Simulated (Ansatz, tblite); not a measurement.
# (CuH)3 ring (Cu3H3): rung by rung, part 2 of 2

How do method and basis change the picture of (CuH)3 ring (Cu3H3) (singlet)?

Ansatz 0.2.0, Gaussian basis; as each input shows. Earlier steps stand in the parts before.

## Step 17: r2SCAN-D4/def2-TZVPD

The input, in.yaml:

```yaml
crystal:
  periodic: [false, false, false]
  atoms:
    - {symbol: Cu, position_ang: [0.586889, 1.188714, 0.198875]}
    - {symbol: H, position_ang: [-1.057657, 1.554293, 0.205186]}
    - {symbol: Cu, position_ang: [-1.336642, -0.086974, -0.053628]}
    - {symbol: H, position_ang: [-0.828002, -1.676952, -0.280753]}
    - {symbol: Cu, position_ang: [0.749731, -1.101740, -0.145239]}
    - {symbol: H, position_ang: [1.885680, 0.122668, 0.075558]}
basis:
  gaussian: {orbitals: def2-TZVPD, initial_orbitals: start.molden}
hamiltonian: {xc: r2scan, dispersion: d4}
scf: {omitted_lower_state_checks: [starts]}
output: {orbitals: {seedname: orbitals}}
```

On the command line:

```console
$ ansatz run in.yaml --threads 4 --pin off --events-out ev --progress --plain --max-ram 3916MiB
```

Log:

```text
Functional definition: r2SCAN
  name "r2SCAN"
  cite "Furness, Kaplan, Ning, Perdew & Sun, J. Phys. Chem. Lett. 11, 8208 (2020) doi:10.1021/acs.jpclett.0c02405"
  cite "Furness, Kaplan, Ning, Perdew & Sun, J. Phys. Chem. Lett. 11, 9248 (2020) doi:10.1021/acs.jpclett.0c03077"
  parent r2scan
  parameter k0 = 0.174
  parameter k1 = 0.065
  parameter a1 = 4.9479
  exchange = r2scan_x(k0 = k0, k1 = k1, a1 = a1)
  correlation = r2scan_c
these checks for a lower state are left out or cut short: starts
1560 factors; their error is unknown
mean field evaluation 1: about -133971.9822 eV, gradient 1.3e1 eV
mean field evaluation 2: about -133972.1570 eV, gradient 3.7e-1 eV
mean field evaluation 4: about -133972.1215 eV, gradient 5.4e-2 eV
mean field -133972.12151942 eV, -4923.3846562732 hartree, gradient 2.1e-5 eV, S^2 0.000000; 0 other end points of the search recorded, 0 dependent functions left out
reference -133972.12153634 eV, -4923.3846568950 hartree; 45, 45 occupied and 126, 126 virtual orbitals, 1560 factors
Total energy: -133972.15334606 eV, -4923.3858258806 hartree
Checks for a lower state left out: starts
```

Run time: 9 s. Hardware: 4 threads of Intel Xeon at 2.50GHz, shared host.

Report: HOMO -5.26 eV, LUMO -1.74 eV.

## Step 18: CCSD(T)/def2-TZVP

in.yaml: that of step 17 with these lines changed.

```diff
@@ -10,4 +10,4 @@
 basis:
-  gaussian: {orbitals: def2-TZVPD, initial_orbitals: start.molden}
-hamiltonian: {xc: r2scan, dispersion: d4}
+  gaussian: {orbitals: def2-TZVP, initial_orbitals: start.molden}
+correlation: {method: ccsd_t, frozen_orbitals: {Cu: 9, H: 0}}
 scf: {omitted_lower_state_checks: [starts]}
```

The command is unchanged.

Log (excerpt; [...] marks lines left out):

```text
Functional definition: HF
  name "HF"
  cite "Fock, Z. Phys. 61, 126 (1930) doi:10.1007/BF01340294"
  parent pbe
[...]
1563 factors; integrals over basis functions are off by at most 9.6e-4 eV
[...]
mean field -133840.09732624 eV, -4918.5328566629 hartree, gradient 4.2e-6 eV, S^2 0.000000; 0 other end points of the search recorded, 0 dependent functions left out
27 core orbitals not correlated: weight in the atoms' cores, before any rotation towards them, 1.000 or more for the frozen orbitals, at most 0.000 for the correlated occupied ones
reference -133840.09732624 eV, -4918.5328566629 hartree; 18, 18 occupied and 108, 108 virtual orbitals, 1563 factors
second order -37.45974966 eV of doubles, -0.00000000 eV of singles
cycle   1  -29.74855006 eV  change     7.7e0 eV  update   3.3e-1
[...]
cycle  14  -32.76290290 eV  change    1.1e-5 eV  update   2.3e-5
perturbative correction -1.37367905 eV, -0.0504817739 hartree
Total energy: -133874.23390818 eV, -4919.7873529108 hartree
Checks for a lower state left out: starts
```

Wall time 45 s (4 threads of Intel Xeon at 2.50GHz, shared host); peak memory 1.1 GiB.

From the report: Hartree-Fock HOMO -9.76 eV, LUMO 1.74 eV; T1 0.030.

## Step 19: RPA/def2-TZVP

in.yaml: that of step 18 with these lines changed.

```diff
@@ -11,4 +11,4 @@
   gaussian: {orbitals: def2-TZVP, initial_orbitals: start.molden}
-correlation: {method: ccsd_t, frozen_orbitals: {Cu: 9, H: 0}}
+hamiltonian: {xc: pbe}
+correlation: {method: rpa, frozen_orbitals: {Cu: 9, H: 0}}
 scf: {omitted_lower_state_checks: [starts]}
-output: {orbitals: {seedname: orbitals}}
```

The command is unchanged.

Log (excerpt; [...] marks lines left out):

```text
Functional definition: PBE
  name "PBE"
  cite "Perdew, Burke & Ernzerhof, Phys. Rev. Lett. 77, 3865 (1996) doi:10.1103/PhysRevLett.77.3865"
  parent pbe
[...]
1563 factors; integrals over basis functions are off by at most 9.6e-4 eV
[...]
mean field -133953.14332855 eV, -4922.6872206227 hartree, gradient 2.8e-6 eV, S^2 0.000000; 0 other end points of the search recorded, 0 dependent functions left out
27 core orbitals not correlated: weight in the atoms' cores, before any rotation towards them, 1.000 or more for the frozen orbitals, at most 0.000 for the correlated occupied ones
reference -133836.18692622 eV, -4918.3891521128 hartree; 18, 18 occupied and 108, 108 virtual orbitals, 1563 factors
Total energy: -133882.79206689 eV, -4920.1018594423 hartree
Checks for a lower state left out: starts
```

Run time: 10 s. Hardware: 4 threads of Intel Xeon at 2.50GHz, shared host.

## Step 20: Comparison

```tsv
level	functions	HOMO (eV)	LUMO (eV)	gap (eV)	time
HF/def2-TZVP	153	-9.76	1.74	11.49	6.5 s
PBE-D4/def2-SVP	108	-4.75	-1.68	3.07	2.9 s
PBE-D4/def2-TZVP	153	-5.23	-2.06	3.18	3.5 s
PBE-D4/def2-TZVPD	171	-5.25	-2.11	3.14	4.2 s
revPBE-D4/def2-TZVP	153	-5.13	-1.95	3.18	3.5 s
BLYP-D4/def2-TZVP	153	-5.18	-2.05	3.14	3.9 s
r2SCAN-D4/def2-TZVP	153	-5.25	-1.70	3.55	9 s
r2SCAN-D4/def2-TZVPD	171	-5.26	-1.74	3.52	9 s
PBE0-D4/def2-SVP	108	-6.15	-0.69	5.46	5.5 s
PBE0-D4/def2-TZVP	153	-6.57	-1.02	5.55	9 s
PBE0-D4/def2-TZVPD	171	-6.59	-1.22	5.37	8.1 s
BHLYP-D4/def2-TZVP	153	-7.89	-0.18	7.71	8.6 s
LC-ωPBE/def2-TZVP	153	-9.11	0.96	10.08	4.8 s
```

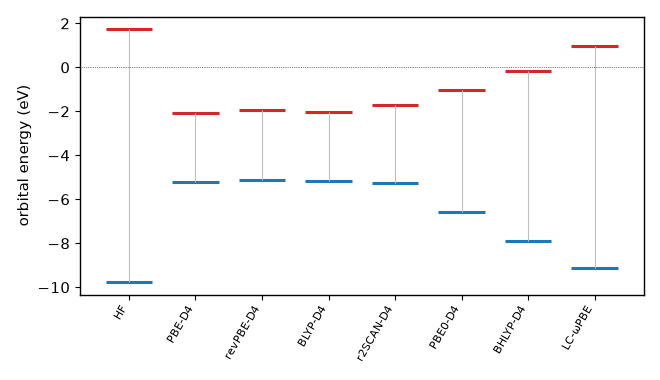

Highest filled (blue) and lowest empty (red) level in def2-TZVP.

Energy pieces by basis (eV):

```tsv
basis	HF	MP2 correlation	CCSD correlation	(T)	total
def2-TZVP	-133840.0973	-37.4597	-32.7629	-1.3737	-133874.2339
```

## Step 21: Binding energy

Free atoms were run apart at each level; binding is atoms less cluster, divided by the number of atoms, without zero-point or spin-orbit terms.

Differences are taken before rounding.

```tsv
method	binding an atom (eV)	from CCSD(T)/def2-TZVP (eV)	time
HF/def2-TZVP	1.198	-0.777	6.5 s
PBE-D4/def2-SVP	2.337	+0.362	2.9 s
PBE-D4/def2-TZVP	2.090	+0.115	3.5 s
PBE-D4/def2-TZVPD	2.102	+0.127	4.2 s
revPBE-D4/def2-TZVP	2.007	+0.032	3.5 s
BLYP-D4/def2-TZVP	2.030	+0.055	3.9 s
r2SCAN-D4/def2-TZVP	2.175	+0.200	9 s
r2SCAN-D4/def2-TZVPD	2.185	+0.210	9 s
PBE0-D4/def2-SVP	2.173	+0.198	5.5 s
PBE0-D4/def2-TZVP	1.996	+0.020	9 s
PBE0-D4/def2-TZVPD	2.005	+0.029	8.1 s
BHLYP-D4/def2-TZVP	1.902	-0.073	8.6 s
LC-ωPBE/def2-TZVP	2.089	+0.114	4.8 s
MP2/def2-TZVP	1.974	-0.001	
CCSD/def2-TZVP	1.905	-0.070	
CCSD(T)/def2-TZVP	1.975	0	45 s
```

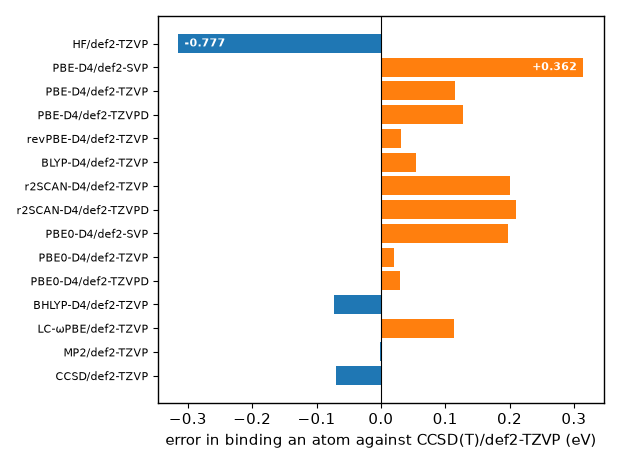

Error of each method against CCSD(T)/def2-TZVP. Bars with a number in them are cut short.

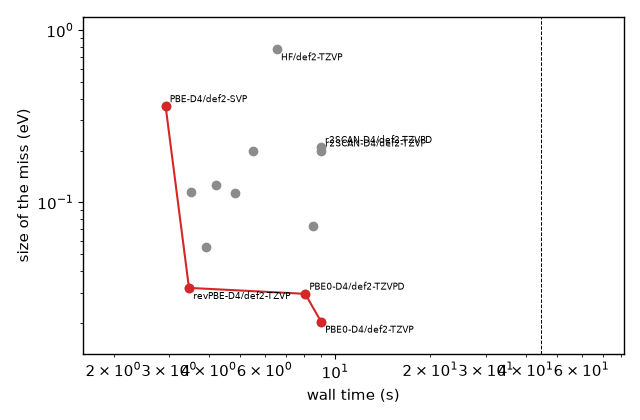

Accuracy for the time spent; red marks the levels that beat every quicker one drawn (of those quicker than the yardstick), and the dashed line is the time of CCSD(T)/def2-TZVP. Only those levels and the largest misses are named. Times are from a shared host.

## Step 22: Results

What follows sums up all 2 parts.

```
                                                                  quantity                             value
gap in def2-TZVP, named functionals and Hartree-Fock, smallest and largest  3.14 eV (BLYP-D4), 11.49 eV (HF)
                                     correlation energy, CCSD(T)/def2-TZVP                         -34.14 eV
                                        binding an atom, CCSD(T)/def2-TZVP                          1.975 eV
                           PBE0 total energy, smallest basis above largest   19.88 eV (def2-SVP, def2-TZVPD)
```

What this shows: Orbital gaps of the named functionals and Hartree-Fock in def2-TZVP span 3.14 eV (BLYP-D4) to 11.49 eV (HF); exact exchange widens it. The functionals in def2-TZVP miss CCSD(T)/def2-TZVP by -0.073 (BHLYP-D4) to +0.200 eV (r2SCAN-D4) an atom. The reference is CCSD(T) in one finite basis, so it carries an error of its own, often a tenth of an eV or more, and near misses can't be ranked.

For cost: PBE0-D4/def2-TZVP gets within 0.020 eV in 9 s, where CCSD(T)/def2-TZVP took 45 s; the quickest level in the cost chart, PBE-D4/def2-SVP, takes 2.9 s and misses by 0.362 eV. The slowest run with a step of its own, CCSD(T)/def2-TZVP, took 45 s; the quickest functional in def2-TZVP took 3.5 s (shared host).
